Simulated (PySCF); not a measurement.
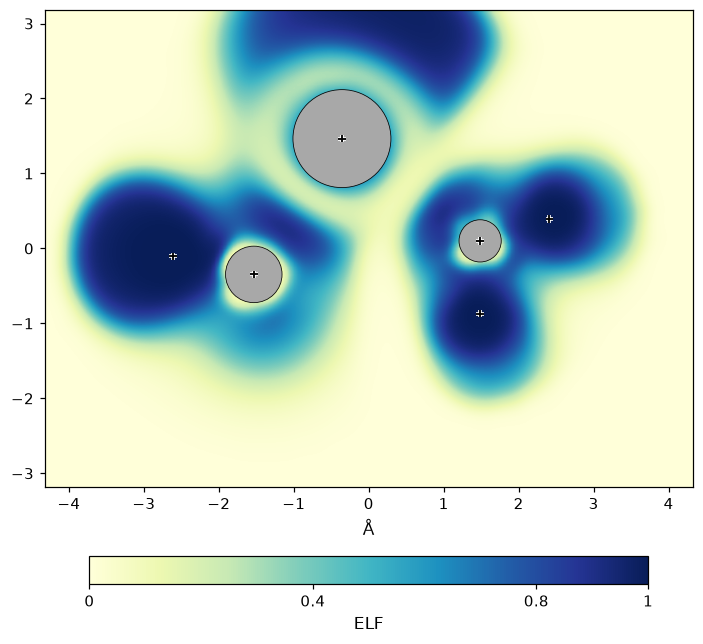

The electron localisation function on a plane through atoms (crosses mark nuclei in the plane; grey discs cover the cores).

All numbers below come from Gaussian-basis quantum chemistry of an isolated molecule with PySCF, energy and nuclear gradient, functional PBE0 in PySCF.

Candidates:
A. CH5OSn (SMILES [CH3][Sn][OH2+]) (charge +1)
B. GaH5Si2 (SMILES [SiH3][SiH2][Ga])
C. C3H4F2 (SMILES FC1(F)CC1)

Which candidate gave the map?

Candidate A: CH5OSn on the plane of atoms Sn3, C1 and H6, which holds C, O, Sn and H. C–Sn (2.16 Å): the ELF peaks at about 0.90 in the valence shell of C, 0.7 Å from its nucleus, and drops to about 0.20 between the two atoms. Sn–O (2.29 Å): the ELF peaks at about 0.90 in the valence shell of O, 0.6 Å from its nucleus, and drops to about 0.10 between the two atoms.
